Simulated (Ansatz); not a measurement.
**C₃H₁₁N₃OW: basis-set convergence**

Aim: see how fast density functionals converge with the basis set for C₃H₁₁N₃OW.

The runs use Ansatz 0.2.0, Gaussian basis; one geometry, several basis sets.

Levels to be run: PBE0-D4/def2-SVP; ωB97M-V/def2-SVP; PBE0-D4/def2-QZVPP; ωB97M-V/def2-QZVPP; the functionals' def2-TZVPP values are taken from earlier runs.

### Step 1. Structure used throughout

All runs share one geometry, relaxed beforehand with PBE0-D4 in a triple-zeta def2 set. W takes the def2 core potential; no spin-orbit term is included.

19 atoms, charge 0, spin multiplicity 1.

Atoms are counted from 1 here; the program's logs count them from 0.

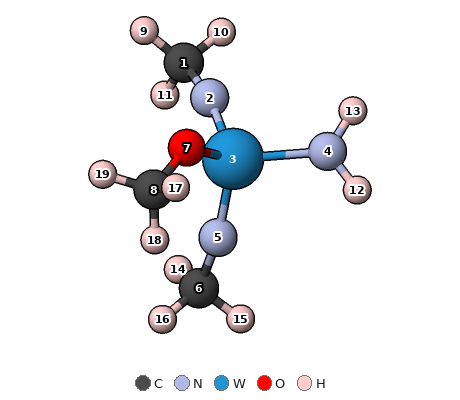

The structure; carbon dark grey, nitrogen light blue, tungsten blue, oxygen red, hydrogen pink; atoms are numbered from 1 in the order of the file.

### Step 2. PBE0-D4 in def2-SVP

Contents of in.yaml:

```yaml
crystal:
  periodic: [false, false, false]
  atoms:
    - {symbol: C, position_ang: [1.269036, 2.720531, 0.504267]}
    - {symbol: N, position_ang: [1.090342, 1.316388, 0.496007]}
    - {symbol: W, position_ang: [0.540123, -0.318919, 0.171864]}
    - {symbol: N, position_ang: [2.115173, -1.351564, -0.382730]}
    - {symbol: N, position_ang: [-0.611508, -0.404991, -1.151986]}
    - {symbol: C, position_ang: [-1.437913, 0.001881, -2.229986]}
    - {symbol: O, position_ang: [-0.283359, -1.012602, 1.737565]}
    - {symbol: C, position_ang: [-1.461851, -1.722134, 1.990248]}
    - {symbol: H, position_ang: [0.996961, 3.145836, 1.477448]}
    - {symbol: H, position_ang: [2.318341, 2.975638, 0.314741]}
    - {symbol: H, position_ang: [0.662487, 3.215153, -0.263259]}
    - {symbol: H, position_ang: [2.091241, -2.058220, -1.100364]}
    - {symbol: H, position_ang: [3.062119, -1.076405, -0.176733]}
    - {symbol: H, position_ang: [-1.405158, 1.085964, -2.385988]}
    - {symbol: H, position_ang: [-1.122738, -0.482916, -3.161105]}
    - {symbol: H, position_ang: [-2.480390, -0.282721, -2.048570]}
    - {symbol: H, position_ang: [-1.219899, -2.684040, 2.454390]}
    - {symbol: H, position_ang: [-2.028616, -1.910674, 1.071730]}
    - {symbol: H, position_ang: [-2.094392, -1.156215, 2.682479]}
basis:
  gaussian: {orbitals: def2-SVP}
hamiltonian: {xc: pbe0, dispersion: d4}
output: {orbitals: {seedname: orbitals}}
```

Run with:

```
$ ansatz run in.yaml --threads 4 --pin off --events-out ev --progress --plain --max-ram 66560MiB --backend cpu
```

The program printed:

```text
Functional definition: PBE0
  name "PBE0"
  cite "Adamo & Barone, J. Chem. Phys. 110, 6158 (1999) doi:10.1063/1.478522"
  cite "Perdew, Burke & Ernzerhof, Phys. Rev. Lett. 77, 3865 (1996) doi:10.1103/PhysRevLett.77.3865"
  parent pbe
  parameter a = 0.25
  parameter kappa = 0.804
  parameter beta = 0.06672455060314922
  exchange = (1 - a)*pbe_x(kappa = kappa, mu = beta*pi^2/3) + a*exact_x
  correlation = pbe_c(beta = beta)
2118 factors; their error is unknown
mean field evaluation 1: about -11595.3339 eV, gradient 1.0e2 eV
mean field evaluation 2: about -11497.5104 eV, gradient 2.3e2 eV
mean field evaluation 4: about -11616.4115 eV, gradient 1.7e1 eV
mean field evaluation 8: about -11616.9425 eV, gradient 3.1e-1 eV
mean field evaluation 16: about -11616.9808 eV, gradient 9.1e-4 eV
mean field -11616.98076075 eV, -426.9161686851 hartree, gradient 3.8e-5 eV, S^2 0.000000; 0 other end points of the search recorded, 0 dependent functions left out
reference -11616.98081292 eV, -426.9161706024 hartree; 36, 36 occupied and 149, 149 virtual orbitals, 2118 factors
Total energy: -11617.38376632 eV, -426.9309788667 hartree
```

It took 3.2 s on 4 threads of AMD EPYC 7R13, shared host; peak memory 0.7 GiB.

### Step 3. ωB97M-V in def2-SVP

Edit in.yaml of step 2 so:

```diff
@@ -24,3 +24,3 @@
   gaussian: {orbitals: def2-SVP}
-hamiltonian: {xc: pbe0, dispersion: d4}
+hamiltonian: {xc: {name: wB97M-V}}
 output: {orbitals: {seedname: orbitals}}
```

Same command.

The program printed:

```text
Functional definition: wB97M-V
  name "wB97M-V"
  cite "Mardirossian & Head-Gordon, J. Chem. Phys. 144, 214110 (2016) doi:10.1063/1.4952647"
  cite "Becke, J. Chem. Phys. 107, 8554 (1997) doi:10.1063/1.475007"
  cite "Vydrov & Van Voorhis, J. Chem. Phys. 133, 244103 (2010) doi:10.1063/1.3521275"
  # Of w^i u^j: cxij and so on, Table III.
  parameter omega = 0.3/bohr
  parameter cx = 0.15
  parameter cx01 = 1.007
  parameter cx10 = 0.259
  parameter css00 = 0.443
  parameter css04 = -1.437
  parameter css10 = -4.535
  parameter css20 = -3.390
  parameter css43 = 4.278
  parameter cos00 = 1.000
  parameter cos10 = 1.358
  parameter cos20 = 2.924
  parameter cos21 = -8.812
  parameter cos60 = -1.390
  parameter cos61 = 9.142
  parameter b = 6.0
  parameter c = 0.01
  gx(w, u) = 1 - cx + cx01*u + cx10*w
  gss(w, u) = css00 + css04*u^4 + css10*w + css20*w^2 + css43*w^4*u^3
  gos(w, u) = cos00 + cos10*w + (cos20 + cos21*u)*w^2 + (cos60 + cos61*u)*w^6
  exchange = spin_sum(e_x_unif_sr(omega)*gx(b97_w, b97_u_x)) + cx*exact_x_sr(omega) + exact_x_lr(omega)
  correlation = spin_sum(e_c_pw_mod_same_spin*gss(b97_w, b97_u_same))
      + integral(e_c_pw_mod_opposite_spin*gos(b97_w_opposite, b97_u_opposite)) + vv10(b, c)
2093 factors; their error is unknown
495 factors; integrals over basis functions are off by at most 8.6e-6 eV
mean field evaluation 1: about -11606.7701 eV, gradient 8.4e1 eV
mean field evaluation 2: about -11583.4027 eV, gradient 1.4e2 eV
mean field evaluation 4: about -11621.1964 eV, gradient 6.5e0 eV
mean field evaluation 8: about -11621.2913 eV, gradient 4.5e-1 eV
mean field evaluation 16: about -11621.2754 eV, gradient 1.2e-3 eV
mean field -11621.27543909 eV, -427.0739952033 hartree, gradient 5.7e-5 eV, S^2 0.000000; 0 other end points of the search recorded, 0 dependent functions left out
reference -11621.27552238 eV, -427.0739982639 hartree; 36, 36 occupied and 149, 149 virtual orbitals, 2093 factors
Total energy: -11621.27552238 eV, -427.0739982639 hartree
```

It took 10 s on 4 threads of AMD EPYC 7R13, shared host; peak memory 0.92 GiB.

### Step 4. PBE0-D4 in def2-QZVPP

Edit in.yaml of step 3 so:

```diff
@@ -23,4 +23,4 @@
 basis:
-  gaussian: {orbitals: def2-SVP}
-hamiltonian: {xc: {name: wB97M-V}}
+  gaussian: {orbitals: "def2-QZVPP.json"}
+hamiltonian: {xc: pbe0, dispersion: d4}
 output: {orbitals: {seedname: orbitals}}
```

Run with:

```
$ ansatz run in.yaml --threads 4 --pin off --events-out ev --progress --plain --max-ram 66560MiB --backend cuda --devices 0, --max-vram 37GiB
```

The program printed:

```text
Functional definition: PBE0
  name "PBE0"
  cite "Adamo & Barone, J. Chem. Phys. 110, 6158 (1999) doi:10.1063/1.478522"
  cite "Perdew, Burke & Ernzerhof, Phys. Rev. Lett. 77, 3865 (1996) doi:10.1103/PhysRevLett.77.3865"
  parent pbe
  parameter a = 0.25
  parameter kappa = 0.804
  parameter beta = 0.06672455060314922
  exchange = (1 - a)*pbe_x(kappa = kappa, mu = beta*pi^2/3) + a*exact_x
  correlation = pbe_c(beta = beta)
2392 factors; their error is unknown
mean field evaluation 1: about -11599.4916 eV, gradient 1.2e2 eV
mean field evaluation 2: about -11463.2166 eV, gradient 2.9e2 eV
mean field evaluation 4: about -11627.6239 eV, gradient 3.1e1 eV
mean field evaluation 8: about -11629.4335 eV, gradient 3.9e-1 eV
mean field evaluation 16: about -11629.4464 eV, gradient 2.5e-3 eV
mean field -11629.44638434 eV, -427.3742719028 hartree, gradient 5.3e-5 eV, S^2 0.000000; 0 other end points of the search recorded, 0 dependent functions left out
reference -11629.44644140 eV, -427.3742739994 hartree; 36, 36 occupied and 774, 774 virtual orbitals, 2392 factors
Total energy: -11629.84939480 eV, -427.3890822637 hartree
```

It took 6.5 s on 1 × H100 (card shared with other runs) with 4 threads of AMD EPYC 7R13, shared host; peak host memory 1.3 GiB.

### Step 5. ωB97M-V in def2-QZVPP

Edit in.yaml of step 4 so:

```diff
@@ -24,3 +24,3 @@
   gaussian: {orbitals: "def2-QZVPP.json"}
-hamiltonian: {xc: pbe0, dispersion: d4}
+hamiltonian: {xc: {name: wB97M-V}}
 output: {orbitals: {seedname: orbitals}}
```

Launched as before.

The program printed:

```text
Functional definition: wB97M-V
  name "wB97M-V"
  cite "Mardirossian & Head-Gordon, J. Chem. Phys. 144, 214110 (2016) doi:10.1063/1.4952647"
  cite "Becke, J. Chem. Phys. 107, 8554 (1997) doi:10.1063/1.475007"
  cite "Vydrov & Van Voorhis, J. Chem. Phys. 133, 244103 (2010) doi:10.1063/1.3521275"
  # Of w^i u^j: cxij and so on, Table III.
  parameter omega = 0.3/bohr
  parameter cx = 0.15
  parameter cx01 = 1.007
  parameter cx10 = 0.259
  parameter css00 = 0.443
  parameter css04 = -1.437
  parameter css10 = -4.535
  parameter css20 = -3.390
  parameter css43 = 4.278
  parameter cos00 = 1.000
  parameter cos10 = 1.358
  parameter cos20 = 2.924
  parameter cos21 = -8.812
  parameter cos60 = -1.390
  parameter cos61 = 9.142
  parameter b = 6.0
  parameter c = 0.01
  gx(w, u) = 1 - cx + cx01*u + cx10*w
  gss(w, u) = css00 + css04*u^4 + css10*w + css20*w^2 + css43*w^4*u^3
  gos(w, u) = cos00 + cos10*w + (cos20 + cos21*u)*w^2 + (cos60 + cos61*u)*w^6
  exchange = spin_sum(e_x_unif_sr(omega)*gx(b97_w, b97_u_x)) + cx*exact_x_sr(omega) + exact_x_lr(omega)
  correlation = spin_sum(e_c_pw_mod_same_spin*gss(b97_w, b97_u_same))
      + integral(e_c_pw_mod_opposite_spin*gos(b97_w_opposite, b97_u_opposite)) + vv10(b, c)
2352 factors; their error is unknown
644 factors; integrals over basis functions are off by at most 6.4e-6 eV
mean field evaluation 1: about -11614.5265 eV, gradient 1.0e2 eV
mean field evaluation 2: about -11579.3074 eV, gradient 1.8e2 eV
mean field evaluation 4: about -11634.0244 eV, gradient 9.8e0 eV
mean field evaluation 8: about -11634.2096 eV, gradient 4.0e-1 eV
mean field evaluation 16: about -11634.2109 eV, gradient 2.2e-3 eV
mean field -11634.21088447 eV, -427.5493640527 hartree, gradient 7.1e-5 eV, S^2 0.000000; 0 other end points of the search recorded, 0 dependent functions left out
reference -11634.21097599 eV, -427.5493674164 hartree; 36, 36 occupied and 774, 774 virtual orbitals, 2352 factors
Total energy: -11634.21097599 eV, -427.5493674164 hartree
```

Run time: 8.5 s. Hardware: 1 × H100 (card shared with other runs) with 4 threads of AMD EPYC 7R13, shared host; peak host memory 1.5 GiB.

### Step 6. Density functionals: the series

The def2-TZVPP values come from earlier runs at the same geometry.

| functional | basis | functions | energy (eV) | from the largest (eV) | HOMO (eV) | LUMO (eV) |
| --- | --- | --- | --- | --- | --- | --- |
| PBE0-D4 | def2-SVP | 185 | -11617.3838 | 12.466 | -6.41 | 0.10 |
| PBE0-D4 | def2-TZVPP | 427 | -11629.2673 | 0.582 | -6.49 | 0.02 |
| PBE0-D4 | def2-QZVPP | 810 | -11629.8494 | 0.000 | -6.52 | -0.11 |
| ωB97M-V | def2-SVP | 185 | -11621.2755 | 12.935 | -8.62 | 1.87 |
| ωB97M-V | def2-TZVPP | 427 | -11633.6504 | 0.561 | -8.70 | 1.55 |
| ωB97M-V | def2-QZVPP | 810 | -11634.2110 | 0.000 | -8.73 | 0.96 |

### Step 7. Results

| quantity | value |
| --- | --- |
| PBE0-D4: double and triple zeta above quadruple | 12.47, 0.58 eV |
| ωB97M-V: double and triple zeta above quadruple | 12.94, 0.56 eV |

In words: For PBE0-D4 the step from double to triple zeta gains 11.88 eV and the next only 0.58 eV. These are total energies; as a rule much of such shifts cancels in differences, which this series doesn't test. The LUMO of ωB97M-V is positive and keeps falling with the basis (1.87 to 0.96 eV): an unbound level that the basis holds in place.
